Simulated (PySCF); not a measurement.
## HfH5 (charge −1): frequency calculation

- system: HfH5, charge −1
- method: RKS-based PBE0, Hf def2-TZVPD with ECP60, H def2-TZVPD; non-relativistic Hamiltonian with a scalar-relativistic core potential; density fitting (PySCF 2.14.0)

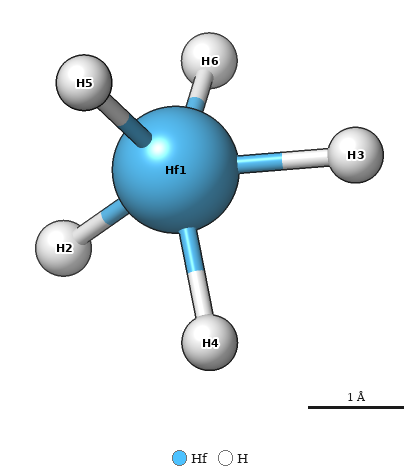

Fig. 1: The input geometry (ball-and-stick view, seen at a tilt; atoms are numbered from 1 in the order of the input). Sticks mark near contacts.

### Results in brief

| quantity | value |
| --- | --- |
| outcome | converged |
| total energy | −50.940618 hartree |
| HOMO | −2.30 eV |
| LUMO | 3.18 eV |
| zero-point energy | 0.025786 hartree |
| wavenumbers, lowest and highest | 341 and 1629 cm⁻¹ |
| hardware | 2 threads of Arm Neoverse N1, 98 GiB of memory available, shared host |
| wall time | 44 s (CPU time 76 s) |
| peak memory | 1.3 GiB |

### The input
```python
from pyscf import gto, scf, dft
mol = gto.M(atom='''
Hf    -0.002517     0.004235    -0.000000
H      0.359246    -0.604488     1.775548
H      0.359246    -0.604488    -1.775548
H      1.885592     0.302616     0.000000
H     -0.987608     1.661806    -0.000000
H     -1.167100    -1.511592    -0.000000''',
    basis={'Hf': 'def2-TZVPD', 'H': 'def2-TZVPD'},
    ecp={'Hf': 'def2-TZVPD'},
    charge=-1, spin=0)
mf = dft.RKS(mol, xc='PBE0')
mf.grids.atom_grid = (75, 302)
aux = {'Hf': 'def2-universal-JKFIT', 'H': 'def2-universal-JKFIT'}
mf = mf.density_fit(auxbasis=aux)
mf.conv_tol = 1e-09
mf.diis_space = 10
mf.max_cycle = 60
mf.verbose = 4
mf.kernel()
```

The script is an equivalent of the set-up of the self-consistent field. The run itself was carried out by a driver, which started from the orbitals of the step before it where there was one and computed the further properties.

Run as:
```bash
OMP_NUM_THREADS=2 python axn.py task.json out
```

### The program's output
```
init E= -50.9406178640233
  HOMO = -0.0845779124421681  LUMO = 0.116982692512175  gap/eV = 5.48474
cycle= 1 E= -50.940617864024  delta_E= -7.11e-13  |g|= 3.15e-06  |ddm|= 5.34e-06
  HOMO = -0.0845778844104184  LUMO = 0.116983004143755  gap/eV = 5.48475
Extra cycle  E= -50.9406178640242  delta_E= -1.71e-13  |g|= 2.99e-06  |ddm|= 5.16e-06
converged SCF energy = -50.9406178640242
```

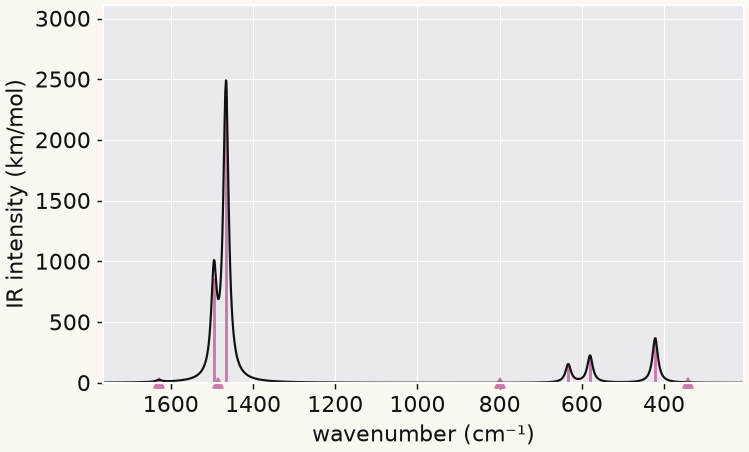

Fig. 2: Harmonic infrared spectrum, unscaled: sticks (degenerate modes added up, dark ones marked on the axis) with a Lorentzian envelope of 16 cm⁻¹ full width, scaled to the tallest stick. 12 modes from 341 to 1629 cm⁻¹, none imaginary. The strongest line is at 1466 cm⁻¹ (2491 km/mol). All modes, in cm⁻¹ (km/mol): 341 (0.0), 422 (189), 422 (189), 580 (114), 580 (114), 633 (154), 799 (0.0), 1466 (1246), 1466 (1246), 1486 (0.0), 1495 (866), 1629 (17.1).

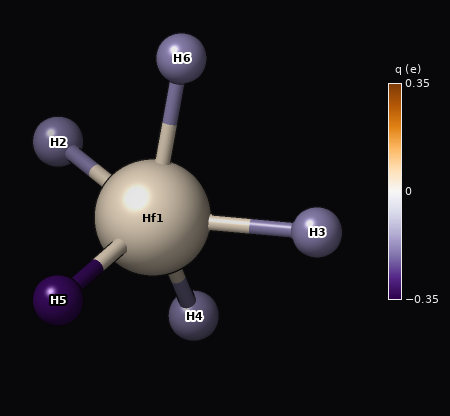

Fig. 3: Mulliken charges, as the colour of each atom (ball-and-stick view, seen at a tilt; atoms are numbered from 1 in the order of the input). By element: Hf +0.04 and H −0.33 to −0.18 e.
